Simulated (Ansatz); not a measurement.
# How fast states decay through NaLuSeO, part 2 of 2

Aim: relax a made-up compound, NaLuSeO, and see how good a tunnel barrier it would be. It is built by putting Se for part of the O in the NaLuO2 structure of space group R-3m, with the volume rescaled by atomic radii. The parent structure comes from the Materials Project.

Ansatz 0.2.0; LDA DFT, plane waves, PAW files (the session's first sound run).

So far. Step 2 (Relaxing the new crystal): The largest force component on a free atom ends at 0.0041 eV/Å.

The structure was built from a prototype and need not be the compound's stable phase.

**3. The bulk crystal and its band edges**

The energy window and the wavevectors of the next steps follow from the band edges, so these are searched first, off the mesh as well.

Input file input.yaml:

```yaml
crystal:
  lattice:
    - [1.7907069424, 1.0338651352, 6.2022561376]
    - [-1.7907069424, 1.0338651352, 6.2022561376]
    - [0.0, -2.0677302704, 6.2022561376]
  atoms:
    - { symbol: Na, position: [-0.0081149525, -0.0081149525, -0.0081149525] }
    - { symbol: Lu, position: [0.5177362513, 0.5177362513, 0.5177362513] }
    - { symbol: O, position: [0.2336773521, 0.2336773521, 0.2336773521] }
    - { symbol: Se, position: [0.7567013491, 0.7567013491, 0.7567013491] }
kpoints:
  mp_grid: { grid: [8, 8, 8] }
  band_path: { path: [VBM, CBM], npoints: 30 }
scf:
  occupations: { method: fixed }
hamiltonian:
  xc: lda
output:
  eigenvalues: true
  write_potential: true
  write_density: true
  volumetric_format: npy
```

On the command line:

```console
$ ansatz run input.yaml --threads 2 --pin off --max-ram 4096MiB --backend cpu --events-out ev --progress --plain --runs-dir out
```

Numbers of over 12 decimals in the logs are rounded to 6 here.

The program printed:

```text
[...]
Crystal: 4 atoms, lattice volume = 68.895 Å³
Basis set: ecut = 420 eV, 1311 PW (Γ), FFT grids on a1−a2, a2, −a2+a3
Bands: 34, of which v1, the nominal top of the filled ones, is band 28 counted from 1 (27 counted from 0)
Symmetry: 6 space group operations
[...]
k-points: 65 of 512 (time reversal used)
[...]
SCF iter   1: F=—  HF=-21904.162392 eV  |F-HF|=—  |Δ(HF+E_count)|=         —  Δρ=1.32e-2  dr2=1.18e-1  ethr=1.77e-3  ⟨swp⟩=5.1  Hψ=8353  notcnv=0  defer=215
[...]
SCF iter   8: F=-21904.130188 eV  HF=-21904.130188 eV  |F-HF|=1.93e-8  |Δ(HF+E_count)|=   4.14e-8  Δρ=8.95e-6  dr2=7.47e-8  ethr=1.79e-10  ⟨swp⟩=12.4  Hψ=13038  notcnv=0
SCF 1 converged in 8 iterations: F = -21904.130188 eV  dr2 = 7.47e-8
[...]
NSCF: frozen V_eff on 32 k-points
[...]
SCF converged after 8 iterations
Free energy (F): -21904.130188 eV
[...]
Internal energy: -21904.130188 eV  (E = F + TS)
E sigma→0 (E₀):  -21904.130188 eV
Fermi energy:    10.826466 eV
[...]
--- Band table (eV; the first three rows and the last of 65) ---
  k-point 0: bands = [... 24 lower, 6.7405, 8.7347, 10.8265, 10.8265, 11.8536, 14.1993, 14.1993, 14.3023, ... 2 higher]
  k-point 1: bands = [... 24 lower, 6.8056, 8.7768, 9.7752, 10.5460, 12.3525, 13.9010, 14.5710, 14.8203, ... 2 higher]
  k-point 2: bands = [... 24 lower, 6.9165, 8.0210, 8.8825, 10.0666, 13.0241, 13.5792, 15.2550, 15.2814, ... 2 higher]
  k-point 64: bands = [... 24 lower, 6.7507, 7.4058, 10.7813, 10.7813, 13.5071, 14.2413, 14.2413, 14.3005, ... 2 higher]
```

Wall time 25 s (2 threads of AMD EPYC 7R43, shared host); peak memory 0.49 GiB; 47 s of CPU time.

In the SCF lines HF is the Harris–Foulkes energy and dr2 the Hartree energy of the density residual, in eV; the loop may stop once dr2 is under the threshold and the program's other checks hold. Hψ counts applications of the Hamiltonian.

Numbers from this step:

```yaml
fermi_energy: 10.83 eV
gap_on_the_k_mesh: 1.027 eV
gap_on_path: 1.027 eV, by band count; negative where bands overlap
direct_gap_on_path: 1.027 eV
edge_places_on_path: 0, 0 1/A along the path
```

Levels at VBM (eV): -5.48, -4.90, -4.90, -4.60, -4.50, -4.47, -4.47, -4.41, -4.09, -4.09, -2.09, 0.00, 0.00, 1.03, 3.37, 3.37, 3.48, 6.40, 6.56.

The searched edges give 1.03 eV, as on the mesh.

**4. Decaying states in the gap, plane (001)**

This step: LDA DFT, plane waves, PAW files; complex bands by layer matching along the plane's normal (Ansatz 0.2.0).

The same crystal is laid in a cell whose first two vectors span the (001) plane (indices of the standard conventional cell, whose axes can be ordered otherwise than in the bulk input). At fixed energy and wavevector in the plane the solver finds all kz, real and complex. A few wavevectors are listed, (0, 0) and (0.5, 0) in units of the plane's reciprocal vectors; the slowest state needn't be among them.

Input file input.yaml:

```yaml
crystal:
  lattice:
    - [3.581413885, 0.0, 0.0]
    - [1.790706942, 3.101595406, 0.0]
    - [1.790706942, -1.033865135, 6.202256138]
  atoms:
    - { symbol: Na, position: [0.983770095, 0.0081149525, 0.0243448575] }
    - { symbol: Lu, position: [0.0354725026, 0.4822637487, 0.4467912461] }
    - { symbol: O, position: [0.4673547042, 0.7663226479, 0.2989679437] }
    - { symbol: Se, position: [0.5134026982, 0.2432986509, 0.7298959527] }
kpoints:
  mp_grid: { grid: [8, 8, 8] }
scf:
  occupations: { method: fixed }
hamiltonian:
  xc: lda
output:
  eigenvalues: true
  transmission:
    leads: [[0, 0]]
    kpoints: [[0.0, 0.0], [0.5, 0.0]]
    e_range: [-1.0, 2.03]
    de: 0.05
```

The program printed:

```text
[...]
Crystal: 4 atoms, lattice volume = 68.895 Å³
Basis set: ecut = 420 eV, 1311 PW (Γ)
Bands: 34, of which v1, the nominal top of the filled ones, is band 28 counted from 1 (27 counted from 0)
Symmetry: 6 space group operations
[...]
k-points: 65 of 512 (time reversal used)
[...]
SCF iter   1: F=—  HF=-21904.162283 eV  |F-HF|=—  |Δ(HF+E_count)|=         —  Δρ=1.32e-2  dr2=1.18e-1  ethr=1.77e-3  ⟨swp⟩=5.1  Hψ=8371  notcnv=0  defer=214
[...]
SCF iter   8: F=-21904.130188 eV  HF=-21904.130188 eV  |F-HF|=2.08e-8  |Δ(HF+E_count)|=   2.51e-8  Δρ=8.61e-6  dr2=7.07e-8  ethr=1.79e-10  ⟨swp⟩=12.3  Hψ=12900  notcnv=0
SCF 1 converged in 8 iterations: F = -21904.130188 eV  dr2 = 7.07e-8
[...]
transmission: 10 of 20 steps passed
transmission: 20 of 20 steps passed
SCF converged after 8 iterations
Free energy (F): -21904.130188 eV
[...]
Internal energy: -21904.130188 eV  (E = F + TS)
E sigma→0 (E₀):  -21904.130188 eV
Fermi energy:    10.826466 eV
[...]
--- Band table (eV; the first three rows and the last of 65) ---
  k-point 0: bands = [... 24 lower, 6.7405, 8.7347, 10.8265, 10.8265, 11.8536, 14.1993, 14.1993, 14.3023, ... 2 higher]
  k-point 1: bands = [... 24 lower, 6.7420, 8.5247, 10.8198, 10.8198, 12.1077, 14.2057, 14.2057, 14.2776, ... 2 higher]
  k-point 2: bands = [... 24 lower, 6.7455, 8.0647, 10.8037, 10.8037, 12.6861, 14.2207, 14.2207, 14.2313, ... 2 higher]
  k-point 64: bands = [... 24 lower, 6.8403, 7.8232, 8.0377, 8.4098, 13.2400, 14.4692, 14.8746, 15.9362, ... 2 higher]
--- Transmission ---
  basis      : 91 plane waves across, 10 finite elements along
  points     : 2, as listed
  energies   : 61 from -1.000000 to 2.000000 eV about the Fermi level, 0.050000 eV apart; the leads are filled to 0.513554 eV, and channels, transmission and decay are at 0.500000 eV
  crystal 0  : O1Lu1Se1Na1, at the sites [0, 0], period 6.2023 Å: whole cells are its period
    offset         : up to 0.0000 Å between an atom of the period and one for which it stands
    channels       : 0.000000e0 a spin
    conductance    : none, the energies end too early or step too widely for 300 K: set another output.transmission.e_range or a lower de, or, where they end at an eighth of basis.ecutwfc, a higher one
    slowest decay  : 0.1592 /Å at (0.0000, 0.0000)
```

Elapsed: 25 s, on 2 threads; peak memory 0.44 GiB.

Numbers from this step:

```
level to which the leads are filled                       : 0.5136 eV from the Fermi level
decay constant at the filling level, zone centre          : 0.1592 Å⁻¹
decay constant at the filling level, slowest listed point : 0.1592 Å⁻¹
```

K parallel (0, 0); values up to 1.5 1/Å, a degenerate pair printed once or twice; energies at which all values exceed this have no row. Table of Im kz of the slowest decaying states by energy, zero at the highest filled level on the SCF mesh:

```
energy (eV)  decay 1 (Å⁻¹)  decay 2 (Å⁻¹)  decay 3 (Å⁻¹)  decay 4 (Å⁻¹)
    -1.0000          0.209          0.740          0.978           1.29
    -0.7500          0.215          0.689          0.958           1.27
    -0.5000          0.216          0.617          0.936           1.25
    -0.2500          0.211          0.490          0.914           1.24
     0.0000         0.0222          0.201          0.890           1.22
     0.2500          0.184          0.503          0.865           1.20
     0.5000          0.159          0.596          0.839           1.19
     0.7500          0.121          0.645          0.810           1.17
     1.0000         0.0393          0.675          0.780           1.15
     1.2500          0.692          0.748           1.14           1.18
     1.5000          0.699          0.712           1.12           1.15
     1.7500          0.673          0.699           1.10           1.11
     2.0000          0.630          0.691           1.07           1.09
```

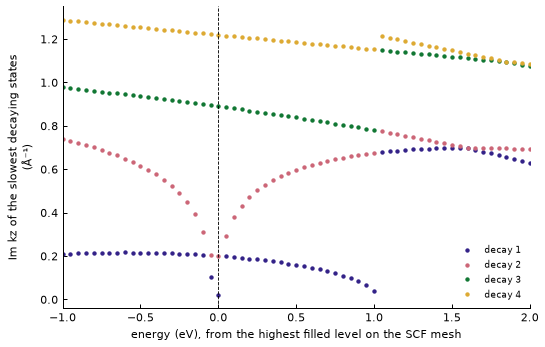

Im kz of the slowest decaying states, plotted against energy.

K parallel (0.5, 0); values up to 1.5 1/Å, a degenerate pair printed once or twice; energies at which all values exceed this have no row. Table of Im kz of the slowest decaying states by energy, zero at the highest filled level on the SCF mesh:

```
energy (eV)  decay 1 (Å⁻¹)  decay 2 (Å⁻¹)  decay 3 (Å⁻¹)  decay 4 (Å⁻¹)
    -1.0000          0.466          0.626          0.897              -
    -0.7500          0.473          0.785          0.888              -
    -0.5000          0.475          0.878          0.880              -
    -0.2500          0.474          0.871          0.952           1.49
     0.0000          0.470          0.864           1.02           1.47
     0.2500          0.461          0.857           1.09           1.45
     0.5000          0.449          0.851           1.19           1.42
     0.7500          0.433          0.846           1.39           1.40
     1.0000          0.370          0.450          0.845           1.35
     1.2500          0.295          0.462          0.848           1.23
     1.5000          0.194          0.463          0.860           1.14
     1.7500          0.461          0.892           1.08           1.19
     2.0000          0.454           1.02           1.03           1.44
```

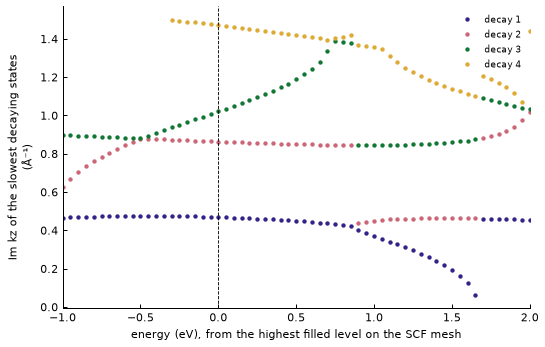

Im kz of the slowest decaying states against energy.

At +0.50 eV, the grid energy nearest the filling level (the middle of the gap on the SCF mesh), the slowest state at the listed wavevectors decays with κ = 0.159 Å⁻¹, its amplitude falling by e over 6.3 Å. Through 1 nm of this crystal that state's transmission falls by exp(−2 × 0.159 Å⁻¹ × 10 Å) = 0.041.

**5. Decay over the two-dimensional zone**

The listed points could miss the slowest state, so one energy near mid-gap is solved on a mesh of 12×12.

Edit input.yaml of step 4 so:

```diff
@@ -18,6 +18,2 @@
   eigenvalues: true
-  transmission:
-    leads: [[0, 0]]
-    kpoints: [[0.0, 0.0], [0.5, 0.0]]
-    e_range: [-1.0, 2.03]
-    de: 0.05
+  transmission: { leads: [[0, 0]], kmesh: [12, 12], e_range: [0.51, 0.52], de: 0.05 }
```

The program printed:

```text
[...]
Crystal: 4 atoms, lattice volume = 68.895 Å³
Basis set: ecut = 420 eV, 1311 PW (Γ)
Bands: 34, of which v1, the nominal top of the filled ones, is band 28 counted from 1 (27 counted from 0)
Symmetry: 6 space group operations
[...]
k-points: 65 of 512 (time reversal used)
[...]
SCF iter   1: F=—  HF=-21904.162283 eV  |F-HF|=—  |Δ(HF+E_count)|=         —  Δρ=1.32e-2  dr2=1.18e-1  ethr=1.77e-3  ⟨swp⟩=5.1  Hψ=8371  notcnv=0  defer=214
[...]
SCF iter   8: F=-21904.130188 eV  HF=-21904.130188 eV  |F-HF|=2.08e-8  |Δ(HF+E_count)|=   2.51e-8  Δρ=8.61e-6  dr2=7.07e-8  ethr=1.79e-10  ⟨swp⟩=12.3  Hψ=12900  notcnv=0
SCF 1 converged in 8 iterations: F = -21904.130188 eV  dr2 = 7.07e-8
[...]
transmission: 27 of 171 steps passed
transmission: 54 of 171 steps passed
[...]
transmission: 171 of 171 steps passed
SCF converged after 8 iterations
Free energy (F): -21904.130188 eV
[...]
Internal energy: -21904.130188 eV  (E = F + TS)
E sigma→0 (E₀):  -21904.130188 eV
Fermi energy:    10.826466 eV
[...]
--- Band table (eV; the first three rows and the last of 65) ---
  k-point 0: bands = [... 24 lower, 6.7405, 8.7347, 10.8265, 10.8265, 11.8536, 14.1993, 14.1993, 14.3023, ... 2 higher]
  k-point 1: bands = [... 24 lower, 6.7420, 8.5247, 10.8198, 10.8198, 12.1077, 14.2057, 14.2057, 14.2776, ... 2 higher]
  k-point 2: bands = [... 24 lower, 6.7455, 8.0647, 10.8037, 10.8037, 12.6861, 14.2207, 14.2207, 14.2313, ... 2 higher]
  k-point 64: bands = [... 24 lower, 6.8403, 7.8232, 8.0377, 8.4098, 13.2400, 14.4692, 14.8746, 15.9362, ... 2 higher]
--- Transmission ---
  basis      : 91 plane waves across, 9 finite elements along
  points     : 19, standing for a mesh of 12 x 12
  energies   : 1 from 0.510000 to 0.510000 eV about the Fermi level; the leads are filled to 0.513554 eV, and channels, transmission and decay are at 0.510000 eV
[...]
channels       : 0.000000e0 a spin
    conductance    : none, crystal 0 has no channel at the energies, or these end too early or step too widely for 300 K: set another output.transmission.e_range or a lower de, or, where they end at an eighth of basis.ecutwfc, a higher one
    slowest decay  : 0.1580 /Å at (0.0000, 0.0000)
```

Wall time 17 s (2 threads); peak memory 0.46 GiB.

Numbers from this step:

| Quantity | Value |
| --- | --- |
| least decay constant on the mesh | 0.158 Å⁻¹ |

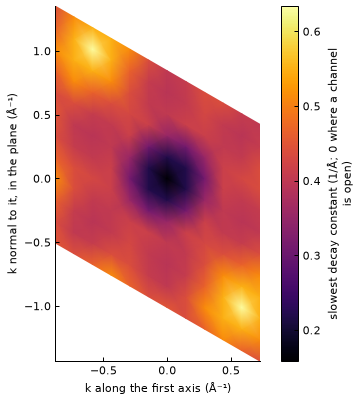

Slowest decay constant (1/Å; 0 where a channel is open) over k1 and k2. At 0.5100 eV from the Fermi level.

The least value on the mesh is 0.158 Å⁻¹ at +0.51 eV. At that energy the listed points give about 0.158 Å⁻¹ by interpolation, so the mesh holds no clearly slower state.

**6. Complex bands, plane (101)**

The same for the (101) plane, at (0, 0) and (0.5, 0), to see how the decay depends on direction.

Input file input.yaml:

```yaml
crystal:
  lattice:
    - [6.537850539, 0.0, 0.0]
    - [0.98094361, 3.444455697, 0.0]
    - [0.98094361, 1.5825468, 3.059382401]
  atoms:
    - { symbol: Na, position: [0.9756551425, 0.0081149525, 0.0081149525] }
    - { symbol: Lu, position: [0.5532087539, 0.4822637487, 0.4822637487] }
    - { symbol: O, position: [0.7010320563, 0.7663226479, 0.7663226479] }
    - { symbol: Se, position: [0.2701040473, 0.2432986509, 0.2432986509] }
kpoints:
  mp_grid: { grid: [8, 8, 8] }
scf:
  occupations: { method: fixed }
hamiltonian:
  xc: lda
output:
  eigenvalues: true
  transmission:
    leads: [[0, 0]]
    kpoints: [[0.0, 0.0], [0.5, 0.0]]
    e_range: [-1.0, 2.03]
    de: 0.05
```

The program printed:

```text
[...]
Crystal: 4 atoms, lattice volume = 68.895 Å³
Basis set: ecut = 420 eV, 1311 PW (Γ)
Bands: 34, of which v1, the nominal top of the filled ones, is band 28 counted from 1 (27 counted from 0)
Symmetry: 6 space group operations
[...]
k-points: 65 of 512 (time reversal used)
[...]
SCF iter   1: F=—  HF=-21904.162348 eV  |F-HF|=—  |Δ(HF+E_count)|=         —  Δρ=1.32e-2  dr2=1.18e-1  ethr=1.77e-3  ⟨swp⟩=5.1  Hψ=8367  notcnv=0  defer=217
[...]
SCF iter   8: F=-21904.130188 eV  HF=-21904.130188 eV  |F-HF|=1.97e-8  |Δ(HF+E_count)|=   3.66e-8  Δρ=8.91e-6  dr2=7.30e-8  ethr=1.79e-10  ⟨swp⟩=12.4  Hψ=13067  notcnv=0
SCF 1 converged in 8 iterations: F = -21904.130188 eV  dr2 = 7.30e-8
[...]
transmission: 6 of 12 steps passed
transmission: 12 of 12 steps passed
SCF converged after 8 iterations
Free energy (F): -21904.130188 eV
[...]
Internal energy: -21904.130188 eV  (E = F + TS)
E sigma→0 (E₀):  -21904.130188 eV
Fermi energy:    10.826468 eV
[...]
--- Band table (eV; the first three rows and the last of 65) ---
  k-point 0: bands = [... 24 lower, 6.7405, 8.7347, 10.8265, 10.8265, 11.8536, 14.1993, 14.1993, 14.3023, ... 2 higher]
  k-point 1: bands = [... 24 lower, 6.8056, 8.7768, 9.7752, 10.5460, 12.3525, 13.9010, 14.5710, 14.8203, ... 2 higher]
  k-point 2: bands = [... 24 lower, 6.9165, 8.0210, 8.8825, 10.0666, 13.0241, 13.5792, 15.2550, 15.2814, ... 2 higher]
  k-point 64: bands = [... 24 lower, 6.7507, 7.4058, 10.7813, 10.7813, 13.5071, 14.2413, 14.2413, 14.3005, ... 2 higher]
--- Transmission ---
  basis      : 189 plane waves across, 6 finite elements along
  points     : 2, as listed
[...]
crystal 0  : Na1Se1Lu1O1, at the sites [0, 0], period 3.0594 Å: whole cells are its period
[...]
channels       : 0.000000e0 a spin
[...]
slowest decay  : 0.1151 /Å at (0.0000, 0.0000)
```

It took 76 s on 2 threads; peak memory 0.64 GiB; 1.7 min of CPU time.

Numbers from this step:

- decay constant at the filling level, zone centre: 0.1152 Å⁻¹
- decay constant at the filling level, slowest listed point: 0.1151 Å⁻¹

K parallel (0, 0); values up to 1.5 1/Å, a degenerate pair printed once or twice; energies at which all values exceed this have no row. The Im kz of the slowest decaying states by energy, zero at the highest filled level on the SCF mesh:

```
energy (eV)  decay 1 (Å⁻¹)  decay 2 (Å⁻¹)  decay 3 (Å⁻¹)  decay 4 (Å⁻¹)
    -1.0000          0.429          0.514          0.571          0.920
    -0.7500          0.456          0.526          0.544          0.931
    -0.5000          0.477          0.515          0.536          0.935
    -0.2500          0.485          0.491          0.544          0.935
     0.0000        0.00387        0.00663          0.453          0.502
     0.2500         0.0920          0.206          0.419          0.509
     0.5000          0.115          0.272          0.381          0.514
     0.7500          0.112          0.311          0.342          0.516
     1.0000         0.0440          0.307          0.335          0.517
     1.2500          0.283          0.349          0.517          0.562
     1.5000          0.270          0.355          0.517          0.555
     1.7500          0.263          0.353          0.515          0.536
     2.0000          0.257          0.345          0.428          0.503
```

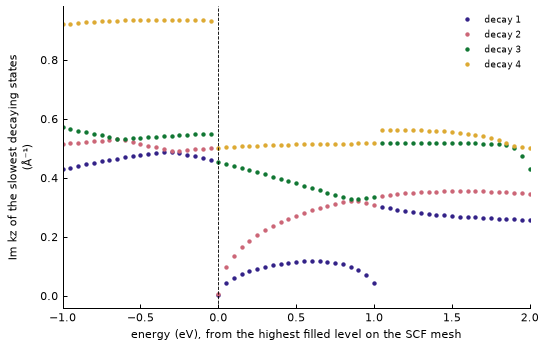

Im kz of the slowest decaying states, plotted against energy.

K parallel (0, 0). Re kz of states that move upwards against energy, zero at the highest filled level on the SCF mesh:

```
energy (eV)  channel 1 (Å⁻¹)  channel 2 (Å⁻¹)
    -1.0000           -0.688           -0.248
    -0.7500           -0.507           -0.205
    -0.5000           -0.371           -0.159
    -0.2500           -0.240           -0.106
     0.0000                -                -
     0.2500                -                -
     0.5000                -                -
     0.7500                -                -
     1.0000                -                -
     1.2500            0.150                -
     1.5000            0.247                -
     1.7500            0.336                -
     2.0000            0.425                -
```

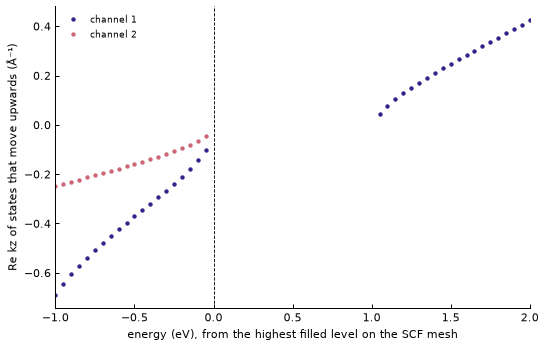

Re kz of states that move upwards, plotted against energy.

K parallel (0.5, 0); values up to 1.5 1/Å, a degenerate pair printed once or twice; energies at which all values exceed this have no row. Im kz of the slowest decaying states against energy, zero at the highest filled level on the SCF mesh:

```
energy (eV)  decay 1 (Å⁻¹)  decay 2 (Å⁻¹)  decay 3 (Å⁻¹)  decay 4 (Å⁻¹)
    -1.0000          0.411          0.525          0.751          0.905
    -0.7500          0.429          0.530          0.729          0.912
    -0.5000          0.443          0.532          0.706          0.914
    -0.2500          0.451          0.531          0.682          0.912
     0.0000         0.0470         0.0969          0.456          0.529
     0.2500          0.115          0.230          0.456          0.525
     0.5000          0.150          0.292          0.452          0.518
     0.7500          0.173          0.329          0.444          0.510
     1.0000          0.188          0.353          0.432          0.498
     1.2500          0.198          0.367          0.415          0.478
     1.5000          0.203          0.373          0.408          0.409
     1.7500          0.203          0.371          0.445          0.490
     2.0000          0.196          0.364          0.400          0.471
```

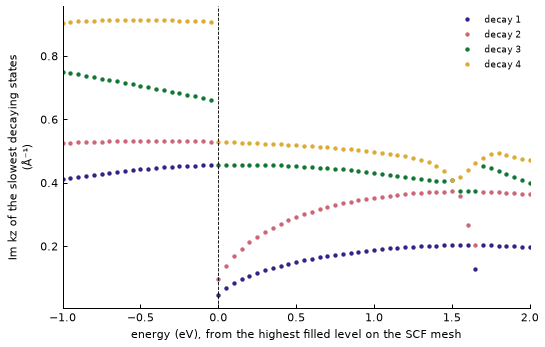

Im kz of the slowest decaying states, plotted against energy.

At the listed wavevectors the last open channel is at -0.05 eV and the next at +1.05 eV on the grid. At +0.50 eV, the grid energy nearest the filling level (the middle of the gap on the SCF mesh), the slowest state at the listed wavevectors decays with κ = 0.115 Å⁻¹, its amplitude falling by e over 8.7 Å; the first such run, plane (001), gave 0.159 Å⁻¹.

**7. Outcome**

| Quantity | Value |
| --- | --- |
| band gap | 1.03 eV |
| least decay constant at mid-gap, normal to (001) | 0.159 Å⁻¹ |
| least decay constant at mid-gap, normal to (101) | 0.115 Å⁻¹ |
| least decay constant on a mesh, normal to (001) | 0.158 Å⁻¹ |

In words: With LDA, the slowest decay at the wavevectors tried is κ = 0.115 Å⁻¹, normal to (101). Through such a film the transmission near mid-gap falls as exp(−2κd), a factor of ten every 10 Å. The decay depends on direction: 1.4 times faster normal to (001). A free electron under a barrier of half the gap would need a mass of 0.098 mₑ to decay at this rate. The compound is made up by substitution; its stability against other phases and against distortions of the cell's symmetry was not tested. A semilocal functional narrows gaps, so real decay constants are likely larger.

[Logs are printed without paths, hosts, clocks, repeated set-up lines and the standing remarks that a program may print on its own settings, such as how far it seeks lower states.]

[Hosts, paths, dates, database ids (printed as entryN), source tags and the programs' standing remarks are cut or masked in the printed files.]

[New means built here by substitution; the compound itself may be known and measured.]
